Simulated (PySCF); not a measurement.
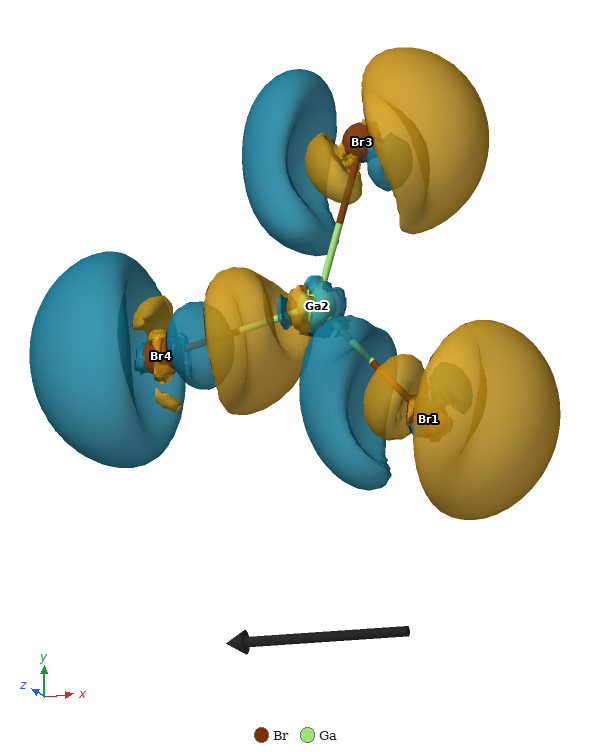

*Br3Ga, SMILES `Br[Ga](Br)Br`. Change of the electron density in a uniform field of 0.21 V/Å along −x (arrow), surfaces at ±0.0015 e/Å³ (yellow: gain, teal: loss).*

PySCF calculation, PBE/def2-TZVP, gas phase; geometry: GFN2-xTB. No frequency check shows the geometry to be a minimum. A basis without diffuse functions makes polarisabilities too small. GFN2-xTB bond lengths at metals and heavier atoms can be off by up to 0.1 Å and shapes distorted, which carries into these values.

The field was applied in both directions; the picture shows the one opposite to the script's first.

> What dipole is induced, and what polarisability does it imply?

The induced dipole is 1.09 D (along the field); α along this axis, from the fields in both directions, is 107 bohr³ (15.9 Å³).
